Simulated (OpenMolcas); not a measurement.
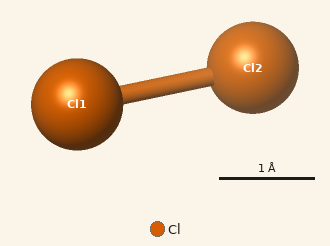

The structure as given in the input (ball-and-stick view, seen at a tilt; atoms are numbered from 1 in the order of the input).

# Run report: Cl2, energy and gradient calculation

Cl2, computed with HF/cc-pVTZ, RHF (OpenMolcas 26.06).

The geometry comes from this level: PBE0-D4/def2-TZVP.

**The input**
```
>>> EXPORT MOLCAS_PRINT=2

&GATEWAY
 BasLib = $CurrDir
 Coord
 2
 angstrom
 Cl       0.845690      -0.281600       0.433600
 Cl      -0.845690       0.281600      -0.433600
 Basis = cc-pVTZ
 Group = NoSym
 RICD
 aCD
 CDThreshold = 0.001

&SEWARD

&SCF
 PrOrbitals = 1 1

&ALASKA
```

Launch command:
```bash
export MOLCAS_MEM=1860
pymolcas job.input > job.log
```

**Log**
```
--- Start Module: gateway ---

                                              &GATEWAY

                       available to each process: 1.9 GB of memory, 1 thread

 Basis Set     1 Label: CL.CC-PVTZ
 Basis set is read from library:.
 basistype.tbl is not found

++    Symmetry information:
      ---------------------

                    Character Table for C1

                             E
                    a        1  x, y, xy, Rz, z, xz, Ry, yz, Rx, I
--

++    Basis set information:
      ----------------------

      Basis set label: CL.CC-PVTZ.........

      Electronic valence basis set:
      ------------------
      Associated Effective Charge  17.000000 au
      Associated Actual Charge     17.000000 au
      Nuclear Model: Point charge

      Shell  nPrim  nBasis  Cartesian Spherical Contaminant
         s      15       5        X
         p       9       4        X
         d       2       2                 X
         f       1       1                 X
--

++    Molecular structure info:
      -------------------------

                    ************************************************
                    **** Cartesian Coordinates / bohr, angstrom ****
                    ************************************************

     Center  Label                x              y              z                     x              y              z
        1      CL1              1.598122      -0.532147       0.819385              0.845690      -0.281600       0.433600
        2      CL2             -1.598122       0.532147      -0.819385             -0.845690       0.281600      -0.433600
--

            Nuclear Potential Energy             77.14413256 au

--- Stop Module: gateway /rc=_RC_ALL_IS_WELL_ ---

--- Start Module: seward ---

                                              &SEWARD

                       available to each process: 1.9 GB of memory, 1 thread

               SEWARD will generate:
                  Multipole Moment integrals up to order  2
                  Kinetic Energy integrals
                  Nuclear Attraction integrals (point charge)
                  One-Electron Hamiltonian integrals
                  Velocity integrals
                  Orbital angular momentum around ( -0.0000   0.0000   0.0000 )
                  Velocity quadrupole around ( -0.0000   0.0000   0.0000 )
                  RI decomposed two-electron repulsion integrals stored Cholesky style
                   - aCD auxiliary basis
                   - CD Threshold:   1.00E-03

                   Integrals are discarded if absolute value <: 1.00E-14
                   Integral cutoff threshold is set to       <: 1.00E-16

            Nuclear Potential Energy             77.14413256 au

      Basis set specifications :
      Symmetry species         a
      Basis functions           68

--- Stop Module: seward /rc=_RC_ALL_IS_WELL_ ---

--- Start Module: scf ---

                                                &SCF

                       available to each process: 1.9 GB of memory, 1 thread

++    Input section:
      --------------

      Header of the integral files:

      Cartesian coordinates in angstrom:
      -----------------------------------------------------
      No.  Label        X            Y            Z
      -----------------------------------------------------
       1   CL1        0.84569000  -0.28160000   0.43360000
       2   CL2       -0.84569000   0.28160000  -0.43360000
      -----------------------------------------------------
      Nuclear repulsion energy =   77.14413256
--

++    Orbital specifications:
      -----------------------

      Symmetry species               1
                                     a
      Frozen orbitals                0
      Occupied orbitals             17
      Secondary orbitals            51
      Deleted orbitals               0
      Total number of orbitals      68
      Number of basis functions     68
--

      Molecular charge                           0.000

++    Optimization specifications:
      ----------------------------

      SCF Algorithm: LK-RI/DF
      LK screening threshold:                     4.50E-02
      Local-Exchange (LK) algorithm.
       - the density matrix is decomposed
      The actual AO density is used
      Number of density matrices in core                 5
      Maximum number of NDDO SCF iterations            400
      Maximum number of HF SCF iterations              400
      Threshold for SCF energy change             1.00E-09
      Threshold for density matrix                1.00E-04
      Threshold for Fock matrix                   1.50E-04
      Threshold for linear dependence             1.00E-09
      Threshold at which DIIS is turned on        1.50E-01
      Maximum depth in the DIIS procedure                5
      Maximum depth in the BFGS Hessian update          30
      Threshold at which QNR/C2DIIS is turned on  7.50E-02
      Threshold for Norm(delta) (QNR/C2DIIS)      1.00E-03
      All orbitals punched on: SCFORB
--

      Input vectors read from INPORB
      Orbital file label: *Guess orbitals

++ Convergence information
                                   SCF        iterations: Energy and convergence statistics

Iter     Tot. SCF        One-elec.       Two-elec.     Energy      Max Dij or  Max Fij      DNorm      TNorm      AccCon     Time
         Energy          Energy          Energy        Change      Delta Norm                                                in Sec.
   1  -918.884924088 -1421.630649369   425.601592723   0.00E+00    2.61E-01*   1.34E-01*    8.23E+00   1.71E+02   None         0.
   2  -918.983101886 -1424.644057715   428.516823271  -9.82E-02*   5.91E-02*   3.37E-02*    8.57E+00   1.72E+02   EDIIS        0.
   3  -918.995778865 -1422.991321947   426.851410524  -1.27E-02*   2.63E-02*   1.62E-02*    8.48E+00   1.71E+02   c2DIIS       0.
   4  -918.998279815 -1423.546088772   427.403676399  -2.50E-03*   5.87E-03*   3.04E-03*    8.52E+00   1.72E+02   QNRc2DIIS    0.
   5  -918.998379067 -1423.484120437   427.341608811  -9.93E-05*   3.49E-03*   1.86E-03*    8.52E+00   1.72E+02   QNRc2DIIS    0.
   6  -918.998394028 -1423.502075132   427.359548546  -1.50E-05*   4.07E-04    2.54E-04*    8.52E+00   1.72E+02   QNRc2DIIS    0.
   7  -918.998394465 -1423.497000990   427.354473967  -4.38E-07*   7.24E-05    2.20E-05     8.52E+00   1.72E+02   QNRc2DIIS    0.
   8  -918.998394474 -1423.496951345   427.354424312  -9.24E-09*   4.21E-06    2.58E-06     8.52E+00   1.72E+02   QNRc2DIIS    0.
   9  -918.998394475 -1423.497053861   427.354526828  -4.38E-11    1.09E-06    7.17E-07     8.52E+00   1.72E+02   QNRc2DIIS    0.

       Convergence after   9 Iterations
--

 *****************************************************************************************************************************
 *                                             SCF/KS-DFT Program, Final results                                             *
 *                                                       Final Results                                                       *
 *****************************************************************************************************************************

::    Total SCF energy                               -918.9983944745
      One-electron energy                           -1423.4970538609
      Two-electron energy                             427.3545268282
      Nuclear repulsion energy                         77.1441325582
      Kinetic energy (interpolated)                   918.9695554085
      Virial theorem                                    1.0000313820
      Total spin, S(S+1)                                0.0000000000
      Total spin, S                                     0.0000000000
      Max non-diagonal density matrix element           0.0000015088
      Max non-diagonal Fock matrix element              0.0000000828

      All orbitals with orbital energies smaller than  E(LUMO)+0.5 are printed

++    Molecular orbitals:
      -------------------

      Title: SCF orbitals

      Molecular orbitals for symmetry species 1: a

          Orbital            1         2         3         4         5         6         7         8         9        10
          Energy         -104.8976 -104.8976  -10.6191  -10.6190   -8.0863   -8.0860   -8.0831   -8.0831   -8.0831   -8.0831
          Occ. No.          2.0000    2.0000    2.0000    2.0000    2.0000    2.0000    2.0000    2.0000    2.0000    2.0000

          Orbital           11        12        13        14        15        16        17        18        19        20
          Energy           -1.2204   -1.0135   -0.5975   -0.5701   -0.5701   -0.4423   -0.4423    0.0444    0.3927    0.4264
          Occ. No.          2.0000    2.0000    2.0000    2.0000    2.0000    2.0000    2.0000    0.0000    0.0000    0.0000

          Orbital           21        22        23        24        25        26        27
          Energy            0.4581    0.4581    0.5027    0.5027    0.5151    0.5151    0.5406
          Occ. No.          0.0000    0.0000    0.0000    0.0000    0.0000    0.0000    0.0000

--

++    Molecular charges:
      ------------------

      Mulliken charges per centre and basis function type
      ---------------------------------------------------

                CL1     CL2
      1s       5.9522  5.9522
      2px      3.2693  3.2693
      2pz      3.7945  3.7945
      2py      3.9029  3.9029
      3d2+     0.0193  0.0193
      3d1+     0.0232  0.0232
      3d0      0.0095  0.0095
      3d1-     0.0054  0.0054
      3d2-     0.0167  0.0167
      4f3+     0.0012  0.0012
      4f2+     0.0014  0.0014
      4f1+     0.0012  0.0012
      4f0      0.0007  0.0007
      4f1-     0.0001  0.0001
      4f2-     0.0011  0.0011
      4f3-     0.0013  0.0013
      Total   17.0000 17.0000

      N-E      0.0000 -0.0000

      Total electronic charge=   34.000000

      Total            charge=   -0.000000
--

++    Molecular properties:
      ---------------------

      Charge (e):
                      =   -0.0000
      Dipole Moment (debye):
      Origin of the operator (angstrom)=   -0.0000    0.0000    0.0000
                   X=  3.5327E-12               Y= -2.0179E-12               Z=  1.1705E-12           Total=  4.2334E-12
      Quadrupole Moment (debye*angstrom):
      Origin of the operator (angstrom)=   -0.0000    0.0000    0.0000
                  XX= -2.3069E+01              XY= -7.8599E-01              XZ=  1.2102E+00              YY= -2.5168E+01
                  YZ= -4.0299E-01              ZZ= -2.4809E+01
      In traceless form (debye*angstrom)
                  XX=  1.9193E+00              XY= -1.1790E+00              XZ=  1.8154E+00              YY= -1.2288E+00
                  YZ= -6.0448E-01              ZZ= -6.9057E-01
--

--- Stop Module: scf /rc=_RC_ALL_IS_WELL_ ---

--- Start Module: alaska ---

                                              &ALASKA

                       available to each process: 1.9 GB of memory, 1 thread

                     Threshold for contributions to the gradient: 1.000E-07

                    ********************************************
                    * Symmetry Adapted Cartesian Displacements *
                    ********************************************

           Irreducible representation : a
           Basis function(s) of irrep: x, y, xy, Rz, z, xz, Ry, yz, Rx, I

 Basis Label        Type   Center Phase
   1   CL1          x         1     1
   2   CL1          y         1     1
   3   CL1          z         1     1
   4   CL2          x         2     1
   5   CL2          y         2     1
   6   CL2          z         2     1

                     No automatic utilization of translational and rotational invariance of the energy is employed.

 RI-ERI gradients!

 **************************************************
 *              Molecular gradients               *
 **************************************************

  Irreducible representation: a
 ------------------------------------------------------------------------------------------
                              X                       Y                       Z
 ------------------------------------------------------------------------------------------
  CL1              -7.27031340105100E-04    2.41792870559365E-04   -3.72761599763294E-04
  CL2               7.27031340119311E-04   -2.41792870555813E-04    3.72761599759741E-04
 ------------------------------------------------------------------------------------------

--- Stop Module: alaska /rc=_RC_ALL_IS_WELL_ ---
--- Module alaska spent 1 second ---

.##################.
.# Happy landing! #.
.##################.

    Timing: Wall=2.99 User=2.57 System=0.41
```

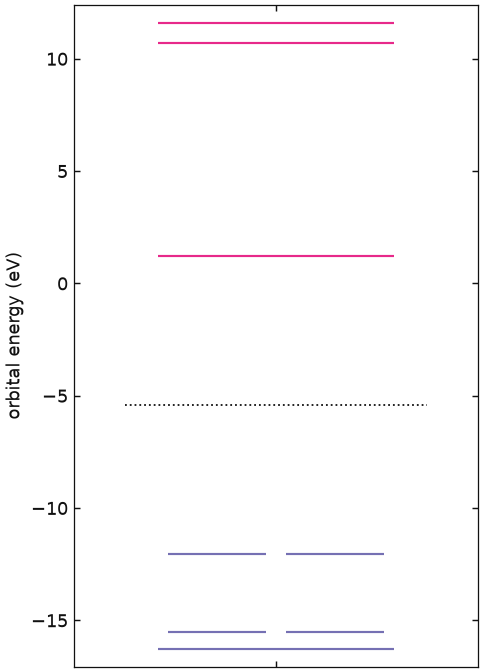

Orbital energies near the frontier; the dotted line parts filled from empty levels, and levels within 0.02 eV of each other stand side by side. Highest filled −12.04 eV, lowest empty 1.21 eV, 13.25 eV apart.

**Key numbers**

- outcome: converged
- total energy: −918.998394 hartree
- basis functions: 68
- largest force: 0.044 eV/Å
- HOMO: −12.04 eV
- LUMO: 1.21 eV
- dipole moment: 0.00 debye
- hardware: 1 thread of Arm Neoverse V1, 24 GiB of memory available, shared host
- wall time: 3.3 s
- peak memory: 0.18 GiB
